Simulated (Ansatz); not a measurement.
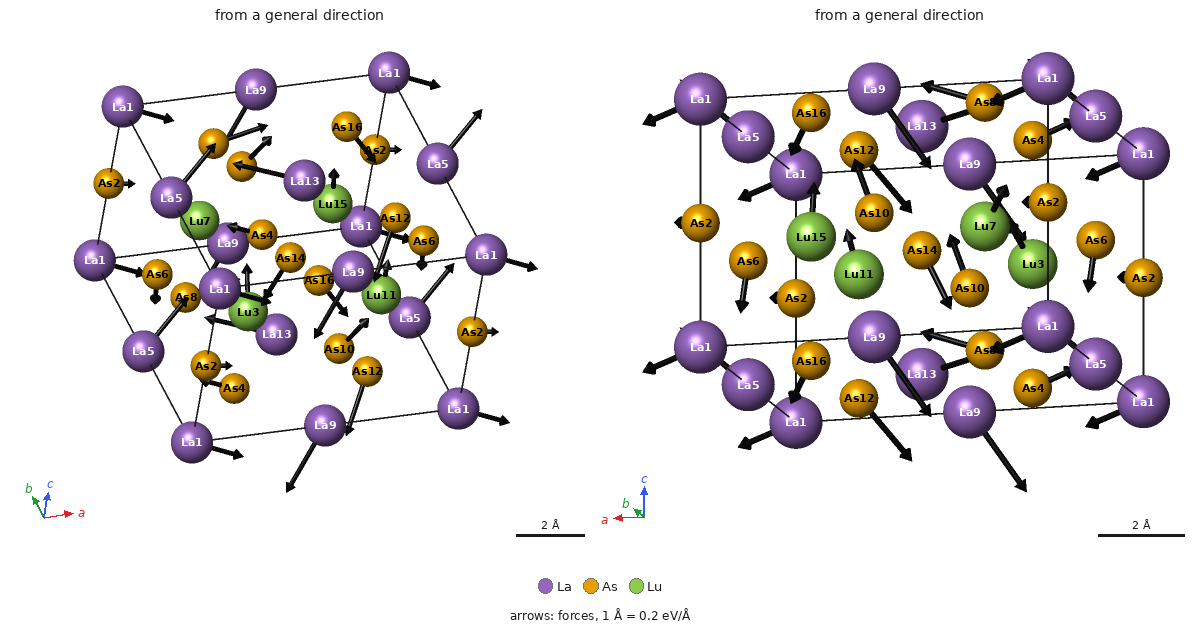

An orthographic spheres-only view of the structure, from two general directions. The simulation cell is outlined; an atom on or near a face, edge or corner is repeated at each equivalent position. The arrows are the computed forces on the atoms.

System: LaLuAs2. Setup: DFT, r2SCAN, plane waves, PAW in Ansatz; 500 eV cutoff, 2×2×2 k-mesh, Fermi-Dirac smearing of 0.02 eV, no spin polarisation.

**Is this an equilibrium geometry?**

No. The atoms still feel forces of up to about 0.35 eV/Å, far above a usual threshold of 0.01 to 0.03 eV/Å.

The structure comes from a structure type filled with these elements by a generator (whether the compound takes this form wasn't checked). Earlier steps of the study, as a rule a relaxation of our own, may have changed the cell and positions, so they can lie some per cent off the listed ones. It went into a calculation with Ansatz.
